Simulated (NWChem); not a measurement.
**GeSiH6Se (SMILES [SiH3][Se][GeH3]): levels of theory compared**

Aim: a comparison of 3 runs (HF/STO-3G, HF/3-21G, B3LYP/6-31G*) of GeSiH6Se. 

The calculation is run with NWChem 7.3.0.

## Step 1: Starting point

The species is GeSiH6Se (9 atoms), meant as a singlet with charge 0. As SMILES, `[SiH3][Se][GeH3]`. The shape is that of a PBE0-D4/def2-TZVP optimisation.

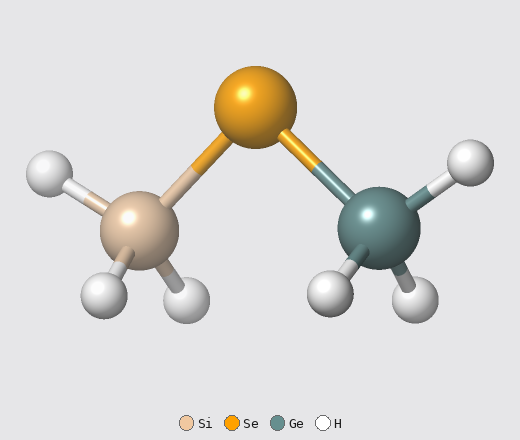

The structure, seen from a chosen angle (silicon light orange, selenium orange, germanium teal, hydrogen white).

## Step 2: Energy and gradient at HF/STO-3G (run 1)

Input file run.py:

```python
from ase import Atoms
from ase.calculators.nwchem import NWChem

mol = Atoms(['Si', 'Se', 'Ge', 'H', 'H', 'H', 'H', 'H', 'H'], positions=[
    [-0.754900, 0.820500, -1.278500],
    [1.367800, 0.708900, -0.472300],
    [0.847300, -0.801700, 1.261200],
    [-1.226800, -0.517800, -1.718700],
    [-0.718400, 1.749400, -2.434100],
    [-1.689700, 1.335000, -0.244500],
    [0.279300, -2.099000, 0.666000],
    [2.166300, -1.072100, 1.994100],
    [-0.182600, -0.169500, 2.209800],
])

calc = NWChem(
    label='geh6sesi',
    theory='scf',
    memory='2200 mb',
    basis='STO-3G',
    basispar='spherical bse',
    scf={'nopen': '0', 'rhf': None, 'thresh': '1e-08', 'maxiter': '80'},
)
mol.calc = calc

forces = mol.get_forces()
e = mol.get_potential_energy()
print(f"E = {e:.6f} eV")
print("forces (eV/A):")
for s, f in zip(mol.symbols, forces):
    print(f"{s:2s} {f[0]:10.5f} {f[1]:10.5f} {f[2]:10.5f}")
print("dipole (e A):", mol.get_dipole_moment().round(4))
```

Started as:

```sh
$ export ASE_NWCHEM_COMMAND="nwchem PREFIX.nwi > PREFIX.nwo"
$ python run.py
```

Standard output:

```text
E = -128287.466908 eV
forces (eV/A):
Si   -0.96190    0.36345   -0.75508
Se   -0.85880   -0.62591    0.51731
Ge    0.22163   -0.65681    0.89361
H     0.52774    1.47926    0.49535
H    -0.20934   -1.04927    1.25182
H     1.04233   -0.57624   -1.13936
H     0.71801    1.68639    0.81237
H    -1.80846    0.24389   -0.84630
H     1.32880   -0.86466   -1.22966
dipole (e A): [-0.3838 -0.1993  0.1298]
```

The calculator wrote geh6sesi.nwi:

```
title "geh6sesi"

permanent_dir geh6sesi

scratch_dir geh6sesi

start geh6sesi

geometry units angstrom nocenter noautosym noautoz
  Si -7.5490000000000002e-01 8.2050000000000001e-01 -1.2785000000000000e+00
  Se 1.3677999999999999e+00 7.0889999999999997e-01 -4.7230000000000000e-01
  Ge 8.4730000000000005e-01 -8.0169999999999997e-01 1.2612000000000001e+00
  H  -1.2267999999999999e+00 -5.1780000000000004e-01 -1.7186999999999999e+00
  H  -7.1840000000000004e-01 1.7494000000000001e+00 -2.4340999999999999e+00
  H  -1.6897000000000000e+00 1.3350000000000000e+00 -2.4450000000000000e-01
  H  2.7929999999999999e-01 -2.0990000000000002e+00 6.6600000000000004e-01
  H  2.1663000000000001e+00 -1.0721000000000001e+00 1.9941000000000000e+00
  H  -1.8260000000000001e-01 -1.6950000000000001e-01 2.2098000000000000e+00
end

memory 2200 mb

basis spherical bse noprint
   * library STO-3G
end

scf
  nopen 0
  rhf
  thresh 1e-08
  maxiter 80
end

task scf gradient
```

geh6sesi.nwo (excerpt; [...] marks lines left out):

```text
[...]
      One-electron energy =  -7663.273423080634
[... 1 line left out ...]
 Nuclear repulsion energy =    527.669759128659
[... 59 lines left out ...]
                       ROHF Final Molecular Orbital Analysis
[... 214 lines left out ...]
     1   1 0 0     -0.725195      0.000000    116.555086
[...]
  wavefunction    =   RHF
                         RHF ENERGY GRADIENTS
    atom               coordinates                        gradient
                 x          y          z           x          y          z
   1 Si     -1.426554   1.550520  -2.416015    0.018706  -0.007068   0.014684
   2 Se      2.584767   1.339627  -0.892518    0.016701   0.012172  -0.010060
   3 Ge      1.601165  -1.514993   2.383322   -0.004310   0.012773  -0.017378
[... 5 lines of this table left out ...]
   9 H      -0.345064  -0.320309   4.175916   -0.025841   0.016815   0.023913
[...]
```

Wall time 7.2 s (1 thread of Intel Xeon 6975P-C (Granite Rapids), shared host); peak memory 0.097 GiB.

## Step 3: Energy and gradient at HF/3-21G (run 2)

Input file nw.nw:

```
echo
start nw
memory stack 880 mb heap 220 mb global 1100 mb
geometry units angstroms noautosym nocenter noautoz
  Si    -0.754900     0.820500    -1.278500
  Se     1.367800     0.708900    -0.472300
  Ge     0.847300    -0.801700     1.261200
  H     -1.226800    -0.517800    -1.718700
  H     -0.718400     1.749400    -2.434100
  H     -1.689700     1.335000    -0.244500
  H      0.279300    -2.099000     0.666000
  H      2.166300    -1.072100     1.994100
  H     -0.182600    -0.169500     2.209800
end
basis spherical bse
  * library 3-21G
end
scf
  nopen 0
  rhf
  thresh 1e-08
  maxiter 80
end
task scf gradient
```

Started as:

```sh
$ nwchem nw.nw > nw.out
```

Standard output:

```text
[...]
  functions       =    69
[...]
  wavefunction    = RHF
[...]
         Total SCF energy =  -4744.689852430632
      One-electron energy =  -7671.582840611842
      Two-electron energy =   2399.223229052551
 Nuclear repulsion energy =    527.669759128660
        Time for solution =      4.3s
[...]
                         RHF ENERGY GRADIENTS
    atom               coordinates                        gradient
                 x          y          z           x          y          z
   1 Si     -1.426554   1.550520  -2.416015    0.025530  -0.007576   0.017485
   2 Se      2.584767   1.339627  -0.892518   -0.025134  -0.008003   0.002182
   3 Ge      1.601165  -1.514993   2.383322   -0.003237   0.014675  -0.019495
   4 H      -2.318316  -0.978500  -3.247872   -0.000146  -0.000264  -0.000867
   5 H      -1.357579   3.305887  -4.599782    0.001633   0.000839  -0.000538
   6 H      -3.193070   2.522784  -0.462038   -0.000427   0.000829  -0.000001
   7 H       0.527800  -3.966535   1.258558    0.000263  -0.001246  -0.000112
   8 H       4.093713  -2.025975   3.768303    0.001665   0.000312   0.000110
   9 H      -0.345064  -0.320309   4.175916   -0.000146   0.000434   0.001236
[...]
```

Run time: 7.5 s. Hardware: 1 thread of Intel Xeon 6975P-C (Granite Rapids), shared host; peak memory 0.097 GiB.

## Step 4: Energy and gradient at B3LYP/6-31G(d) (Cartesian functions) (run 3)

Input file geh6sesi.xyz:

```xyz
9
GeH6SeSi
Si    -0.754900     0.820500    -1.278500
Se     1.367800     0.708900    -0.472300
Ge     0.847300    -0.801700     1.261200
H     -1.226800    -0.517800    -1.718700
H     -0.718400     1.749400    -2.434100
H     -1.689700     1.335000    -0.244500
H      0.279300    -2.099000     0.666000
H      2.166300    -1.072100     1.994100
H     -0.182600    -0.169500     2.209800
```

Input file geh6sesi.nw:

```
start geh6sesi
title "GeH6SeSi"
memory stack 880 mb heap 220 mb global 1100 mb

geometry units angstrom noautosym nocenter noautoz
  load format xyz geh6sesi.xyz
end

basis "ao basis" cartesian
  * library 6-31G*
end

dft
  xc b3lyp
  grid fine
  convergence energy 1e-08
  maxiter 100
  mulliken
  print low
end

task dft gradient
```

Started as:

```sh
$ nwchem geh6sesi.nw > geh6sesi.out
```

Standard output:

```text
[...]
 d= 0,ls=0.0,diis     1  -4771.1485166968 -5.30D+03  1.08D-02  2.19D+00     4.8
[...]
 d= 0,ls=0.0,diis    10  -4771.2006011754 -3.93D-10  1.03D-07  6.13D-11    33.2
         Total DFT energy =    -4771.200601175360
      One electron energy =    -7694.883718986297
           Coulomb energy =     2585.377089755930
    Exchange-Corr. energy =     -189.363731073653
 Nuclear repulsion energy =      527.669759128660
[...]
      Total Density - Mulliken Population Analysis
     ---------------------------------------------
    Atom       Charge   Shell Charges
 -----------   ------   -------------------------------------------------------
    1 Si  14    13.70   2.00  1.99  5.96  1.05  1.92  0.26  0.37  0.14
    2 Se  34    34.25   2.00  1.99  6.00  1.93  5.98  1.55  3.25  0.35  1.06  6.99  2.96  0.19
    3 Ge  32    32.03   2.00  1.99  6.00  1.93  5.99  1.34  2.22  0.11  0.28  6.92  2.96  0.30
    4 H    1     1.05   0.51  0.54
    5 H    1     1.05   0.51  0.54
    6 H    1     1.05   0.51  0.54
    7 H    1     0.96   0.49  0.47
    8 H    1     0.95   0.49  0.46
    9 H    1     0.96   0.49  0.47
[...]
                         DFT ENERGY GRADIENTS
    atom               coordinates                        gradient
                 x          y          z           x          y          z
   1 Si     -1.426554   1.550520  -2.416015    0.004516  -0.000793   0.002371
   2 Se      2.584767   1.339627  -0.892518   -0.007967  -0.004231   0.002832
   3 Ge      1.601165  -1.514993   2.383322    0.000035   0.002552  -0.003258
   4 H      -2.318316  -0.978500  -3.247872    0.000962   0.000152   0.000444
   5 H      -1.357579   3.305887  -4.599782    0.000618  -0.000229   0.000486
   6 H      -3.193070   2.522784  -0.462038    0.001030  -0.000148   0.000202
   7 H       0.527800  -3.966535   1.258558    0.001053   0.002515   0.000467
   8 H       4.093713  -2.025975   3.768303   -0.002025   0.000756  -0.001556
   9 H      -0.345064  -0.320309   4.175916    0.001778  -0.000574  -0.001989
 Task  times  cpu:       51.4s     wall:       51.4s
[...]
```

It took 52 s on 1 thread of Intel Xeon 6975P-C (Granite Rapids), shared host; peak memory 0.12 GiB.

## Step 5: Overview of the runs

| run | level | Cartesian functions | iteration cap | energy (Eh) | dipole moment (D) | HOMO energy (eV) | LUMO energy (eV) | wall time |
| --- | --- | --- | --- | --- | --- | --- | --- | --- |
| 1 | HF/STO-3G | no | 80 | -4714.477491 | 2.17 | -6.74 | 9.02 | 7.2 s |
| 2 | HF/3-21G | no | 80 | -4744.689852 | 2.05 | -9.42 | 2.74 | 7.5 s |
| 3 | B3LYP/6-31G* (Cartesian functions) | yes | 100 | -4771.200601 | – | – | – | 52 s |

## Step 6: What came out

| quantity | value |
| --- | --- |
| run 3: total energy | -4771.20060 Eh |
| run 3: largest force on an atom | 0.486 eV/Å |

What this shows: In run 1 the basis is minimal, so the values are rough. All runs together took 67 s, the longest 52 s.
